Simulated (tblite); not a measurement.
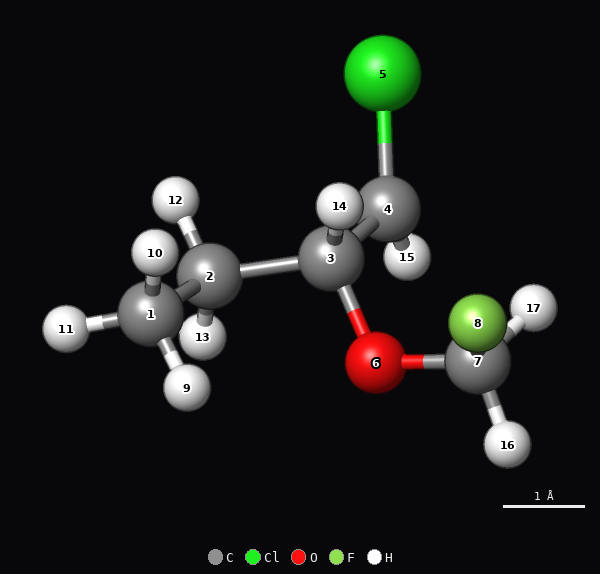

**Figure 1.** The structure (ball-and-stick view, seen at a tilt; atoms are numbered from 1 in the order of the input). Bond lengths as drawn: C–C 1.48 to 1.55 Å, C–Cl 1.69 Å, C–F 1.38 Å, C–H 1.08 to 1.10 Å and C–O 1.36 to 1.43 Å.

## Frequency calculation of C5H9ClFO

System: C5H9ClFO, multiplicity 2.
Method: GFN2-xTB harmonic vibrations, gas phase (tblite 0.8.0).

It belongs to a series of runs on one base structure; here: H removed from sp3 C.

Input
```
{"job": {"kind": "ir", "xc": "GFN2-xTB", "basis": "xTB"}, "charge": 0, "multiplicity": 2}
C      2.037089     0.830479     0.170282
C      1.306801    -0.423167    -0.288991
C     -0.175545    -0.401238     0.146326
C     -0.861575    -1.684483    -0.145947
Cl    -0.706910    -2.975814     0.931331
O     -0.797649     0.661854    -0.583896
C     -2.041503     1.004378    -0.144101
F     -1.979833     1.643644     1.077469
H      1.543323     1.712963    -0.225916
H      2.045223     0.894229     1.255980
H      3.064883     0.813735    -0.184068
H      1.775103    -1.312936     0.134056
H      1.331461    -0.495100    -1.376539
H     -0.219310    -0.184876     1.224074
H     -1.158289    -1.928395    -1.151334
H     -2.466037     1.720555    -0.855204
H     -2.704229     0.136201     0.006567
```

The first line tells a small driver script what to run in tblite; the rest is the geometry in Å.

Machine: 1 CPU thread, shared host.

Command:
```bash
OMP_NUM_THREADS=1 python <driver script> task.json out
```

Output
```
mode    cm-1     km/mol
  1      34.1      1.38
  2      59.2      1.63
  3      78.8      0.21
  4     105.5      8.84
  5     182.8      3.36
  6     209.3      4.82
  7     238.4      0.66
  8     251.0      2.74
  9     359.5      6.82
 10     422.2      8.33
 11     452.9     12.27
 12     479.1     43.31
 13     574.4      4.52
 14     792.0      2.30
 15     857.1      9.46
 16     905.4     10.43
 17     945.9    150.32
 18     957.4     48.24
 19    1054.5      4.47
 20    1071.4     21.85
 21    1086.2      8.66
 22    1112.5    155.10
 23    1115.6      7.94
 24    1131.6     65.46
 25    1179.0      5.75
 26    1233.1      1.07
 27    1249.9      3.08
 28    1271.9      5.74
 29    1303.7      2.64
 30    1317.8      4.69
 31    1319.3     10.08
 32    1404.5      2.47
 33    1417.6      0.37
 34    1460.5      0.81
 35    1490.0      4.32
 36    1497.7      4.27
 37    2856.7     44.93
 38    2869.3     23.13
 39    2957.8     21.93
 40    2989.1     32.04
 41    3002.6     13.02
 42    3038.0     39.01
 43    3039.2     26.16
 44    3060.6     16.63
 45    3098.5      6.03
```

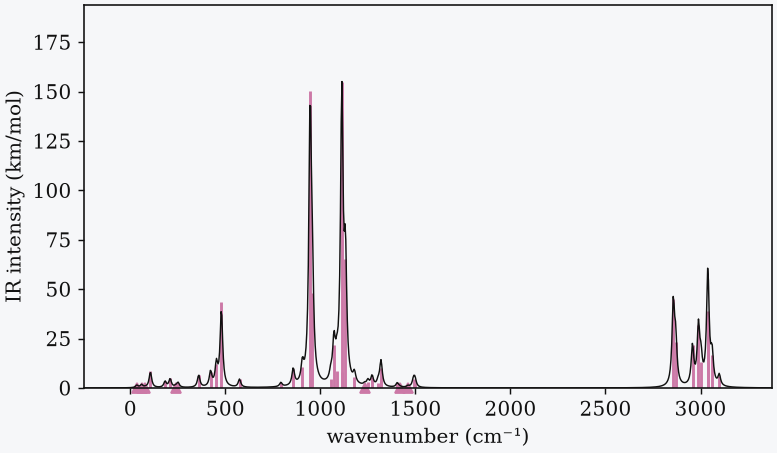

**Figure 2.** Harmonic infrared spectrum, unscaled: sticks (degenerate modes added up, dark ones marked on the axis) with a Lorentzian envelope of 16 cm⁻¹ full width, scaled to the tallest stick. 45 modes from 34 to 3098 cm⁻¹, none imaginary. The strongest line is at 1112 cm⁻¹ (155 km/mol).

Key numbers

- outcome: converged
- total energy: −777.6054 eV
- zero-point energy: 82.2480 kcal/mol
- wall time: 0.59 s
- peak memory: 0.17 GiB
